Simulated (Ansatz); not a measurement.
Consider Cd$_{2}$SbO$_{2}$.

Input file:

```
crystal:
  lattice:
    - [3.1703560764, 0.0, 0.0]
    - [0.0, 3.1703560764, 0.0]
    - [0.0, 0.0, 8.9593197432]
  atoms:
    - { symbol: Cd, position: [0.5, 0.5, 0.3315149148] }
    - { symbol: Cd, position: [0.0, 0.0, 0.6584109246] }
    - { symbol: Sb, position: [0.0, 0.0, 0.0031054263] }
    - { symbol: O, position: [0.0, 0.0, 0.2489113369] }
    - { symbol: O, position: [0.5, 0.5, 0.5780573972] }
basis:
  ecutwfc: 420
kpoints:
  mp_grid: { grid: [10, 10, 4] }
hamiltonian:
  xc: pbe
scf:
  occupations: { method: gaussian, width: 0.1 }
output:
  forces: true
  stress: true
  eigenvalues: true
  write_density: true
  write_potential: true
  elf: true
  volumetric_format: npy
relax:
  adjacent_minimum: "off"
  f_tol: 0.001
  max_steps: 60
  cell: { stress_tol: 0.01 }
```

Command:

```sh
ansatz run input.yaml --threads 3 --pin off --max-ram 7680MiB --backend cpu --events-out ev --progress --plain --runs-dir out
```

Below, planes, directions and counts refer to the conventional cell (a = 3.17 Å, b = 3.17 Å, c = 8.96 Å, α = 90.00°, β = 90.00°, γ = 90.00°).

The fields are those of the run's last geometry, not of the input's.

Space group P4mm; a generated structure, not necessarily the stable one; computed without spin polarisation.

These are results of Ansatz, DFT PBE, scalar-relativistic, plane waves, PAW, not measurements.

Question: Predict the valence pseudo-density and electron localisation function between the atoms.

Answer: Sb–O (2.20 Å): ρ at the midpoint is about 0.53 e/Å³; the ELF peaks at about 0.80 in the valence shell of O, 0.6 Å from its nucleus, and is about 0.25 at the midpoint: no localised pair shows between them.
Cd–O (2.21 Å): the density is about 0.49 e/Å³ at the midpoint; the ELF peaks at about 0.85 in the valence shell of O, 0.6 Å from its nucleus, and drops to about 0.10 between the two atoms; no shared electron pair shows on this line.
Cd–O (2.35 Å): ρ at the midpoint is about 0.35 e/Å³; the ELF is about 0.10 at the midpoint; no shared electron pair shows on this line.

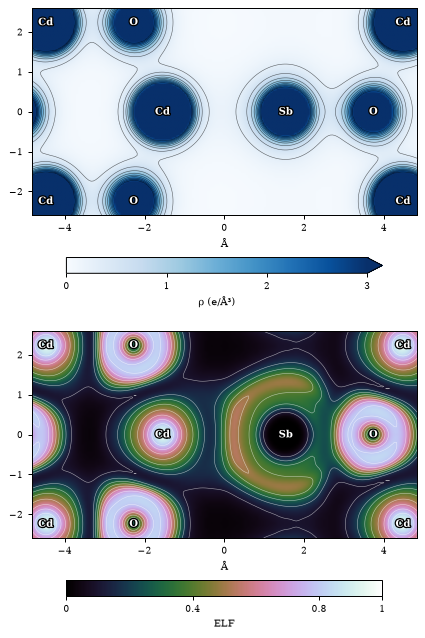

Computed valence pseudo-density and electron localisation function on the (11̄0) plane of the conventional cell, in this order. 

Core electrons are frozen (PAW), and the valence fields are smoothed inside the atomic spheres.
